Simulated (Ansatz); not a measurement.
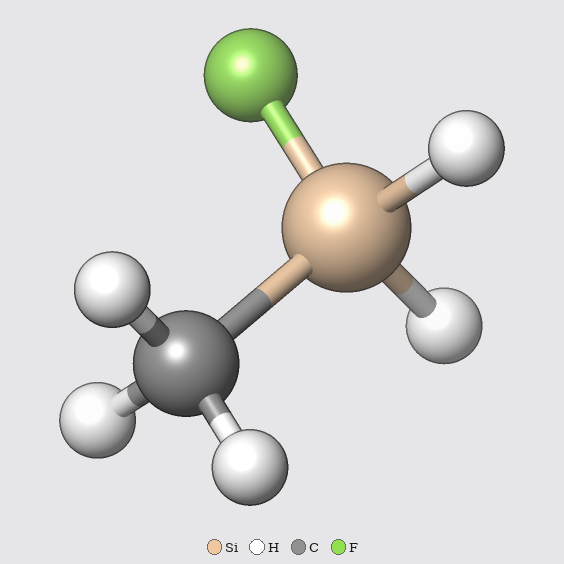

A ball-and-stick model of a molecule. Every bond is drawn as one stick, whatever its order.

The geometry was computed by an optimisation with PBE0-D4/def2-TZVP.

**Which formula does it have?**

CH5FSi, 8 atoms: 1 carbon, 5 hydrogen, 1 fluorine and 1 silicon.

**How many sets of symmetry-equivalent atoms are there?**

6: 1 Si, 2 H, 1 C, 1 F, 1 H, 2 H.

**What is the point group of this geometry?**

Cs.

**Count the bonded pairs by element.**

3 C–H, 2 Si–H, 1 F–Si, 1 C–Si. Sticks follow a distance rule.

The parts below concern this one geometry. Atoms keep their numbers from picture to picture.

### Electronic properties

Level of theory: RKS r2SCAN-D4/def2-TZVPP (Ansatz 0.2.0).

**Give the dispersion correction at this level.**

−2.5 kJ/mol.

### Vibrations

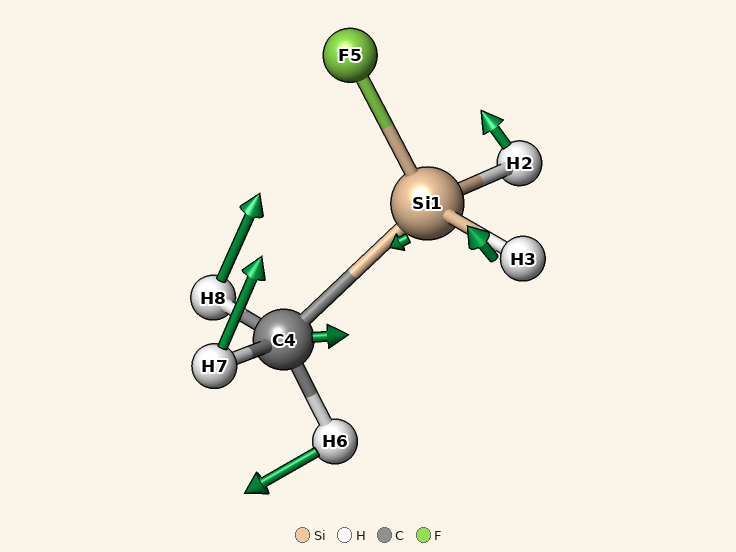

The arrows show one normal mode. Harmonic vibrations computed with RKS PBE0-D4/def2-TZVP (Ansatz 0.2.0) at a stationary point of the same level.

**At what wavenumber does it lie?**

766 cm⁻¹; it is mode 6 of 18 counted from the lowest.

### Charges

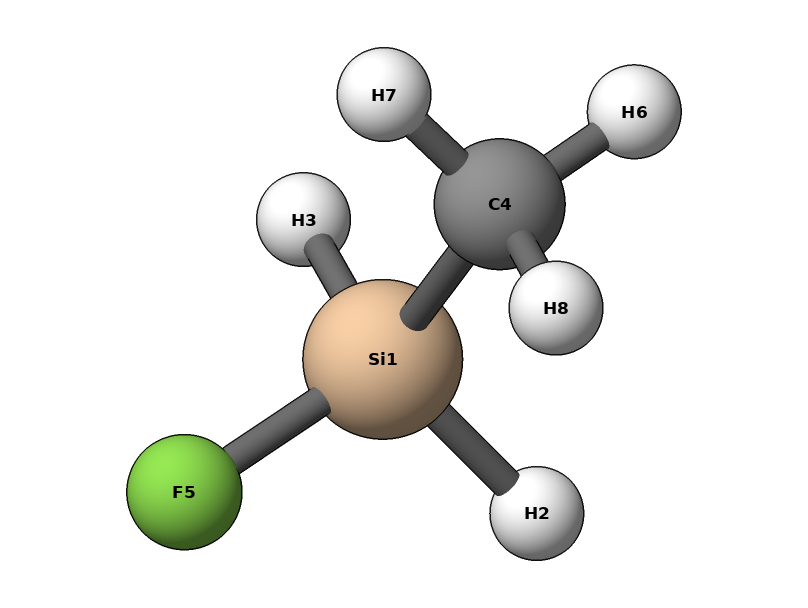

The questions are on Mulliken charges. Level of theory: RKS PBE0-D4/def2-TZVP (Ansatz 0.2.0).

Give the Mulliken charges atom by atom.

| atom | value (e) |
| --- | --- |
| Si1 | 0.49 |
| H2 | −0.05 |
| H3 | −0.05 |
| C4 | −0.51 |
| F5 | −0.33 |
| H6 | 0.14 |
| H7 | 0.15 |
| H8 | 0.15 |

### Dipole moment

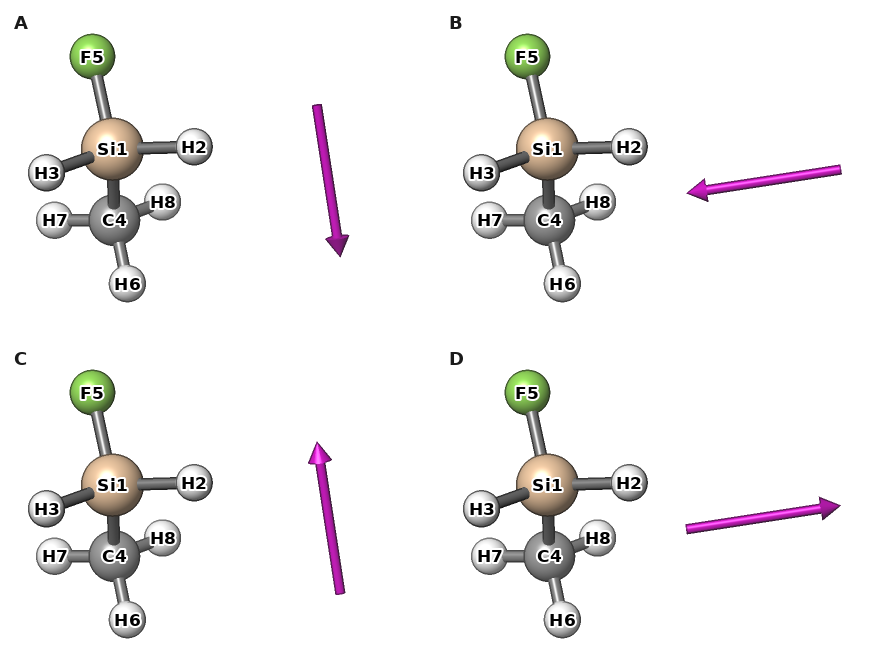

The same molecule four times, each with an arrow. Method: RKS PBE0-D4/def2-TZVP (Ansatz 0.2.0).

**Which arrow points along the dipole moment, from the negative to the positive end?**

A. The dipole moment is 1.74 D; it points from the side of F5 to the side of H6 (the outermost atoms at the two ends).

Mulliken values depend strongly on the basis set and can even reverse the polarity of a bond.
